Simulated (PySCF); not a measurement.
The calculation's input:

```
{"job": {"kind": "nmr", "xc": "PBE0", "basis": "pcSseg-1"}, "charge": 0, "multiplicity": 1}
C      2.688366     0.006685     0.638856
O      1.350297    -0.392490     0.678079
C      0.593171    -0.096300    -0.452657
C      0.443515     1.407646    -0.668867
C     -0.252252     2.045661     0.537417
Al    -1.563976     0.676176     1.188247
N     -0.740896    -0.692661    -0.185623
C     -0.648542    -2.058530     0.348380
C     -1.557371    -0.700506    -1.405368
H      2.804439     1.101913     0.717189
H      3.189681    -0.334849    -0.287209
H      3.188252    -0.457051     1.499640
H      1.038732    -0.597342    -1.344246
H     -0.128297     1.573068    -1.595450
H      1.444701     1.822142    -0.884457
H     -0.684882     3.019940     0.262063
H      0.483878     2.243216     1.335265
H     -1.354400     0.006451     2.631199
H     -3.083323     0.756764     0.654631
H     -0.059850    -2.057752     1.269772
H     -1.663567    -2.415180     0.569400
H     -0.180739    -2.736821    -0.387440
H     -1.742015     0.320044    -1.759645
H     -2.531521    -1.150533    -1.178094
H     -1.063219    -1.282320    -2.204009
```

Run with:

```sh
OMP_NUM_THREADS=1 python probes_run.py task.json out
```

Geometry: PBE0-D3(BJ)/def2-SVP.

Level of theory: PBE0/pcSseg-1, SCF density, gas phase, non-relativistic in PySCF.

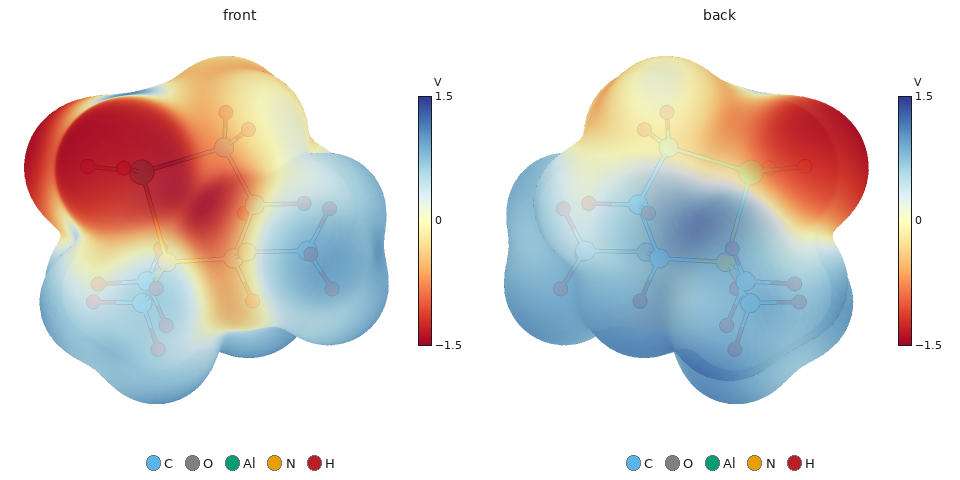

C$_{6}$H$_{16}$AlNO. The electrostatic potential painted on the density surface at 0.002 e/bohr³, seen from the front and from behind; the colour scale runs from red (negative) to blue (positive).

Describe the electrostatic potential map.

Answer. The most negative region (about −1.4 V) lies over O2, H18 and H19, the most positive (about +1.1 V) over Al6, H13, H22 and H25.
